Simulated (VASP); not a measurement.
Band structure of AlIn3N4 (ordered alloy cell). All values below come from PBEsol GGA, VASP's PBE PAW potentials (set 64) (plane waves; VASP).

Unless said otherwise, spin-orbit coupling is left out, though it shifts the bands of the heavy elements here.

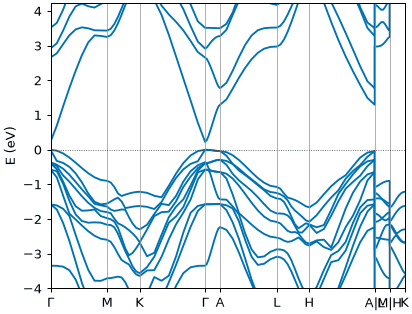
Figure: Bands along high-symmetry lines, zero at the valence-band maximum or, without a gap, the Fermi level

Q: Read the plot: is there a gap, and where are the band edges?

A: The gap is direct, 0.23 eV, from the valence maximum at Γ to the conduction minimum at Γ. (Edges off the drawn lines would not show.)

The structure was generated: AlIn3N4 was put into an ordered model structure (P3m1), which need not be its known phase. It was relaxed first.
